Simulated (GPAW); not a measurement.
# A 8-layer slab of Nb(100): work function by functional and basis, part 3 of 3

How far do functional and basis move the work function of a 8-layer slab of Nb(100)?

GPAW 26.7.0; GPAW, PAW setups; slab in vacuum, relaxation (the session's first sound run).

So far, upper work function (eV): step 2 (relaxation, PBE, GPAW) 3.62; step 5 (self-consistent run: xc = "LDA") 3.89; step 6 (self-consistent run: xc = "RPBE") 3.46; step 7 (OptPBE vdW: xc = "optPBE-vdW", GPAW, PAW setups, GPAW) 3.86; step 8 (self-consistent run: xc = "revPBE") 3.48.

**9. Real-space grid: mode = "fd"**

A real-space grid is a second complete basis, so it checks the plane-wave result.

File run.py:

```python
import json
import numpy as np
from ase import Atoms
from gpaw import GPAW

slab = Atoms(
    ['Nb', 'Nb', 'Nb', 'Nb', 'Nb', 'Nb', 'Nb', 'Nb'],
    positions=[
        [1.65000, 1.65000, 7.00000],
        [0.00000, 0.00000, 8.65000],
        [1.65000, 1.65000, 10.30000],
        [0.00000, 0.00000, 11.95000],
        [1.65000, 1.65000, 13.57141],
        [0.00000, -0.00000, 15.26998],
        [1.65000, 1.65000, 16.92401],
        [0.00000, -0.00000, 18.37486]],
    cell=[[3.3, 0.0, 0.0], [0.0, 3.3, 0.0], [0.0, 0.0, 25.55]],
    pbc=[True, True, False])

slab.calc = GPAW(mode='fd', h=0.18, xc='PBE', kpts={'size': (10, 10, 1), 'gamma': True},
                 occupations={'name': 'fermi-dirac', 'width': 0.1}, nbands='160%',
                 convergence={'density': 1e-05}, maxiter=200,
                 poissonsolver={'dipolelayer': 'xy'},
                 symmetry={'tolerance': 1e-3}, txt='slab.txt')
result = {}
energy = slab.get_potential_energy()
fermi = slab.calc.get_fermi_level()
v = slab.calc.get_electrostatic_potential().mean((0, 1)) - fermi
n = slab.calc.get_pseudo_density().mean((0, 1))
L = slab.cell[2, 2]
z = np.arange(len(v)) * L / len(v)
low, high = slab.positions[:, 2].min(), slab.positions[:, 2].max()
below, above = np.interp([low - 4.8, high + 4.8], z, v)
slopes = [np.interp(x, z, np.gradient(v, z)) for x in (low - 4.8, high + 4.8)]
eps = np.array([[slab.calc.get_eigenvalues(k, s) for k in range(len(slab.calc.get_ibz_k_points()))]
                for s in range(slab.calc.get_number_of_spins())]) - fermi
top, bottom = eps[eps < 0].max(), eps[eps > 0].min()
dipole = slab.get_dipole_moment()[2]
print(f'energy {energy:.4f} eV, Fermi level {fermi:.4f} eV, dipole {dipole:.5f} e A')
print(f'potential 4.8 A off the faces, from the Fermi level: lower {below:.4f} eV, upper {above:.4f} eV')
print(f'slope of the potential there: lower {slopes[0]:.5f}, upper {slopes[1]:.5f} eV/A')
print(f'nearest levels on the mesh: {top:.4f} and {bottom:.4f} eV')
print('magnetic moment', round(slab.get_magnetic_moment(), 3))
result.update(energy=energy, fermi=fermi, dipole=dipole, below=below, above=above, slopes=slopes, edges=[top, bottom],
              z=z.tolist(), v=v.tolist(), n=n.tolist(), positions=slab.positions.tolist(),
              forces=slab.get_forces(apply_constraint=False).tolist(), moments=slab.get_magnetic_moments().tolist())
json.dump(result, open('result.json', 'w'))
```

Launch:

```sh
$ OMP_NUM_THREADS=1 OPENBLAS_NUM_THREADS=1 python run.py
```

The program printed:

```text
energy -79.5673 eV, Fermi level -3.6774 eV, dipole 0.00750 e A
potential 4.8 A off the faces, from the Fermi level: lower 3.7384 eV, upper 3.6140 eV
slope of the potential there: lower -0.00313, upper 0.00277 eV/A
nearest levels on the mesh: -0.0040 and 0.0352 eV
magnetic moment 0.0
```

Elapsed: 41 min, on 1 thread of Arm Neoverse V2, shared host; peak memory 2.4 GiB.

This step gave:

```
dipole along the normal                    : 0.007496 e·Å
levels nearest the Fermi level on the mesh : -0.004008, 0.03518 eV from the Fermi level
upper work function                        : 3.614 eV
lower work function                        : 3.738 eV
```

The electrostatic potential energy of an electron (without an applied field's), less the Fermi level, planar mean oscillates, so the rows of the table below give means over windows of 1.64 Å about each position, cut where the curve ends. Its maxima inside the range that stand out by 2 % of the span (Å: eV): 7.8: -6.30, 9.5: -6.36, 11.1: -6.31, 12.8: -6.64, 14.4: -5.70, 16.1: -6.36, 17.6: -9.39. Its minima: 7.0: -17.4, 8.7: -17.0, 10.3: -17.1, 12.0: -17.0, 13.6: -17.0, 15.2: -17.1, 17.0: -17.2, 18.3: -17.6.

Electrostatic potential energy of an electron (without an applied field's), less the Fermi level, planar mean against z; means over each step:

```
z (Å)  electrostatic potential energy of an electron (without an applied field's), less the Fermi level, planar mean (eV)
 0.82                                                                                                                3.74
 2.46                                                                                                                3.74
 4.10                                                                                                                3.60
 5.74                                                                                                              -0.244
 7.38                                                                                                               -11.5
 9.02                                                                                                               -11.4
10.66                                                                                                               -11.5
12.30                                                                                                               -11.6
13.94                                                                                                               -11.1
15.58                                                                                                               -11.5
17.22                                                                                                               -12.9
18.86                                                                                                               -8.64
20.50                                                                                                                2.99
22.14                                                                                                                3.60
23.78                                                                                                                3.61
25.42                                                                                                                3.62
```

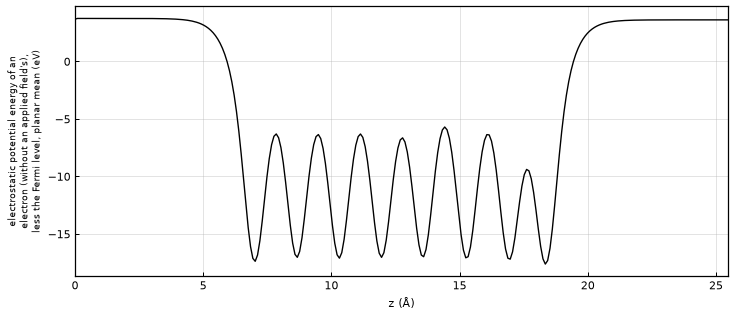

Electrostatic potential energy of an electron (without an applied field's), less the Fermi level, planar mean against z.

The upper face's work function is 3.614 eV, against 3.615 eV in the first plane-wave PBE run at this geometry.

**10. Atomic orbitals: mode = "lcao"**

Atom-centred orbitals end a few angstrom from the surface, which tests how much the density's tail matters.

run.py, as its differences from that of step 9:

```diff
@@ -19,4 +19,4 @@
 
-slab.calc = GPAW(mode='fd', h=0.18, xc='PBE', kpts={'size': (10, 10, 1), 'gamma': True},
-                 occupations={'name': 'fermi-dirac', 'width': 0.1}, nbands='160%',
+slab.calc = GPAW(mode='lcao', basis='dzp', h=0.18, xc='PBE', kpts={'size': (10, 10, 1), 'gamma': True},
+                 occupations={'name': 'fermi-dirac', 'width': 0.1}, nbands='120%',
                  convergence={'density': 1e-05}, maxiter=200,
```

The program printed:

```text
energy -76.6573 eV, Fermi level -3.6520 eV, dipole 0.00765 e A
potential 4.8 A off the faces, from the Fermi level: lower 3.7150 eV, upper 3.5880 eV
slope of the potential there: lower -0.00209, upper 0.00176 eV/A
nearest levels on the mesh: -0.0205 and 0.0308 eV
magnetic moment 0.0
```

Elapsed: 77 min, on 1 thread; peak memory 0.8 GiB.

Numbers from this step:

- dipole along the normal: 0.007650 e·Å
- levels nearest the Fermi level on the mesh: -0.02049, 0.03081 eV from the Fermi level
- upper work function: 3.588 eV
- lower work function: 3.715 eV

The upper face's work function is 3.588 eV, against 3.615 eV in the first plane-wave PBE run at this geometry.

**11. All levels side by side**

Times are for 1 thread of Arm Neoverse V2, shared host. The runs compared:

```
no.         run  upper work function (eV)  lower work function (eV)     time  memory (GiB)
  1          pw                     3.615                     3.740  6.1 min          0.37
  2     vdW DF2                     4.054                     4.149  6.5 min          0.54
  3         LDA                     3.891                     4.002  5.9 min          0.36
  4        RPBE                     3.460                     3.589    7 min          0.37
  5  optPBE vdW                     3.856                     3.964    7 min          0.53
  6      revPBE                     3.478                     3.608  6.7 min          0.37
  7          fd                     3.614                     3.738   41 min           2.4
  8        lcao                     3.588                     3.715   77 min           0.8
```

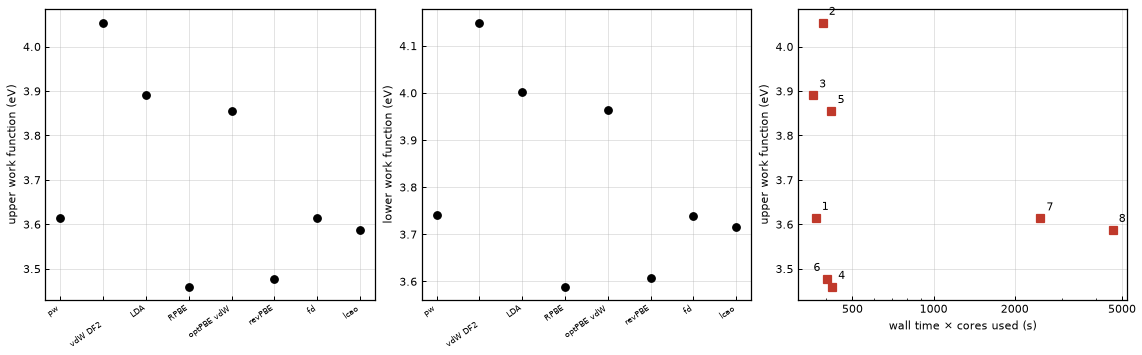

The series as plots; the last panel sets the first result against cost, with the runs numbered as in the table.

**12. Side by side**

Results and costs are gathered.

This step: comparison of work functions, dipole and cost (GPAW 26.7.0).

Ladder, by row:

```
      step  code  work function, upper (eV)  work function, lower (eV)  dipole (e Å)  wall time (s)  peak memory (GiB)  threads
        pw  GPAW                      3.615                       3.74      0.007507          364.8               0.37        1
   vdW-DF2  GPAW                      4.054                      4.149      0.005687          387.2               0.54        1
       LDA  GPAW                      3.891                      4.002      0.006669          356.5               0.36        1
      RPBE  GPAW                       3.46                      3.589      0.007756          419.6               0.37        1
optPBE-vdW  GPAW                      3.856                      3.964      0.006501          417.6               0.53        1
    revPBE  GPAW                      3.478                      3.608      0.007793          401.2               0.37        1
        fd  GPAW                      3.614                      3.738      0.007496           2485                2.4        1
      lcao  GPAW                      3.588                      3.715       0.00765           4609                0.8        1
```

**13. A changed run**

One more run, with changed settings.

This step: GPAW, PAW setups; slab in vacuum (GPAW 26.7.0).

run.py, as its differences from that of step 10:

```diff
@@ -3,3 +3,3 @@
 from ase import Atoms
-from gpaw import GPAW
+from gpaw import GPAW, PW
 
@@ -17,7 +17,7 @@
     cell=[[3.3, 0.0, 0.0], [0.0, 3.3, 0.0], [0.0, 0.0, 25.55]],
-    pbc=[True, True, False])
+    pbc=[True, True, True])
 
-slab.calc = GPAW(mode='lcao', basis='dzp', h=0.18, xc='PBE', kpts={'size': (10, 10, 1), 'gamma': True},
-                 occupations={'name': 'fermi-dirac', 'width': 0.1}, nbands='120%',
-                 convergence={'density': 1e-05}, maxiter=200,
+slab.calc = GPAW(mode=PW(400), xc='PBE', kpts={'size': (10, 10, 1), 'gamma': True},
+                 occupations={'name': 'fermi-dirac', 'width': 0.1}, nbands='160%',
+                 convergence={'density': 1e-05}, maxiter=75,
                  poissonsolver={'dipolelayer': 'xy'},
```

The program printed:

```text
AssertionError
```

It took 1.9 s on 1 thread; peak memory 0.17 GiB.

The program refused the input before any cycle.

The fault put into the input: a dipole layer in a cell that repeats along the normal (pbc_z = true).

**14. What came out**

```yaml
work_function_upper_and_lower_face: 3.615 and 3.740 eV
dipole_along_the_normal: 0.00751 e Å
```

What this shows: With plane waves and PBE the work function is 3.62 eV on the upper face and 3.74 eV on the lower. The two faces differ by 0.13 eV, the step that the slab's dipole makes (e p/(ε0 A) gives 0.12 eV), so the dipole layer is needed. The lowest atoms were held at bulk positions, which alone makes the faces unlike. The measured value for this face is 3.97 eV (as compiled in "Anisotropic work function of elemental crystals", 2019, arxiv:1902.07811); the relaxed upper face lies 0.35 eV under it with PBE, and LDA comes nearest (3.89 eV). Measured work functions scatter by a tenth of an eV or more between methods. Over the sound runs of the table the upper face's work function spans 3.460 (RPBE) to 4.054 eV (vdW-DF2). The in-plane lattice was kept as typed, which isn't the functional's own and leaves some strain; spin-orbit coupling and temperature are left out.

[Logs are printed without paths, hosts, clocks, repeated set-up lines and the standing remarks that a program may print on its own settings, such as how far it seeks lower states.]

[Hosts, paths, dates, database ids (printed as entryN), source tags and the programs' standing remarks are cut or masked in the printed files.]
